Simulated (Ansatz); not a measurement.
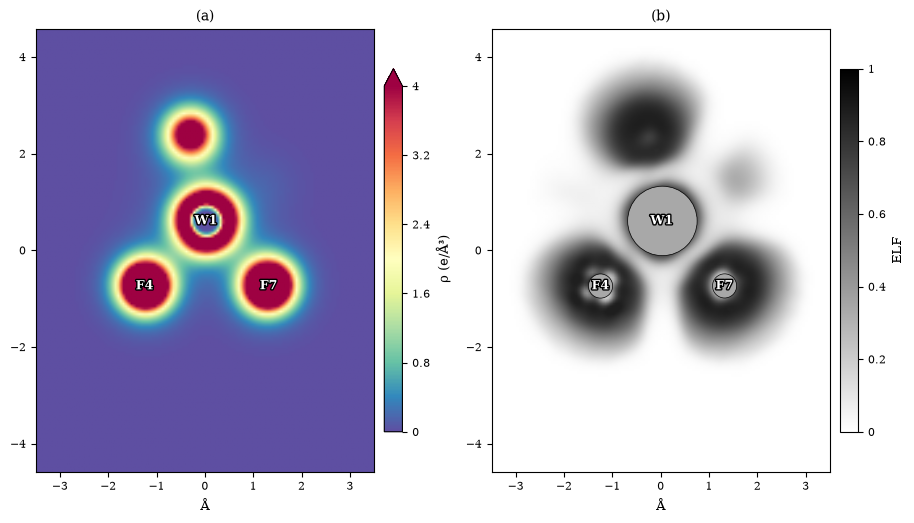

The picture shows: F$_{5}$HW···H$_{2}$O. (a) electron density; (b) ELF on the plane of atoms F4, W1 and F7. Grey discs cover the atomic cores in the ELF map.

Core potentials replace the inner electrons of W; not at a stationary point (largest force 0.9 eV/Å).

Computed with RKS B3LYP-D4/def2-SVP (Ansatz 0.2.0).

```xyz
10

W     0.1113    0.1916   -0.4171
O     0.3964   -0.1917    2.6723
H    -0.5582   -0.1616    2.8442
F     1.8875   -0.2514   -0.1011
F    -0.4783    1.8291   -1.0989
F    -1.4980    0.3175    0.5246
F    -0.2782   -1.6199   -0.2466
F     0.5603   -0.0009   -2.2178
H     0.6498    1.2824    0.7864
H     0.6365    0.7598    2.5830
```

> Read the bonding off the picture.

The plane passes through W and F nuclei.
W–F (1.86 Å): ρ at the midpoint is about 1.1 e/Å³; the ELF peaks at about 0.80 in the valence shell of F, 0.5 Å from its nucleus, and drops to about 0.30 between the two atoms.
